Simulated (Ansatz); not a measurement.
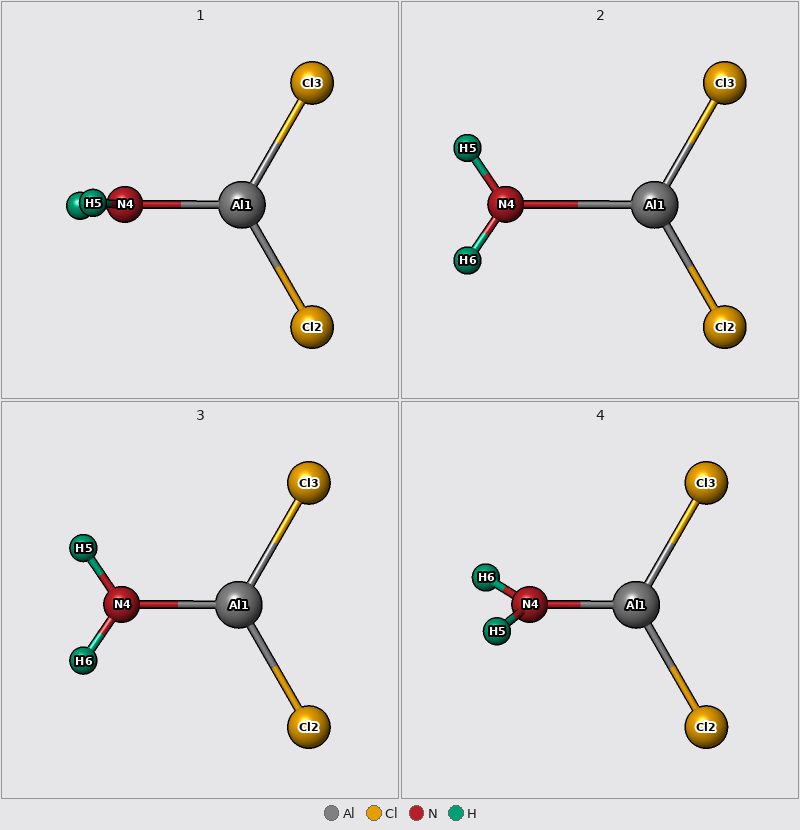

AlCl2(NH2). 
- The first coordinate is: bond length Al1–N4; the second: dihedral Cl2–Al1–N4–H5.
- Nothing is relaxed (all other coordinates rigid).
- Grid: 13 × 12 points; 52 points were computed and 104 follow by symmetry.
- Points are written as (first, second).
- Energies are in eV, from the lowest grid point.
- Method: Ansatz, RKS PBE0-D4/def2-TZVP.

The numbered pictures are structures from this grid.

Q: Rank them by energy, lowest first.

A: 3, at (1.738 Å, −180°): 0.00 eV; 1, at (1.738 Å, 90°): 0.39 eV; 4, at (1.581 Å, 60°): 0.83 eV; 2, at (2.210 Å, −180°): 1.53 eV.

The map, with the structures marked:

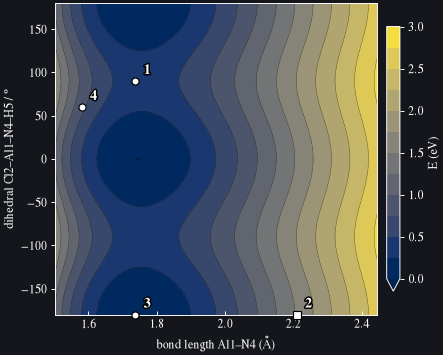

Drawn: filled contours. Between grid points the surface is interpolated.
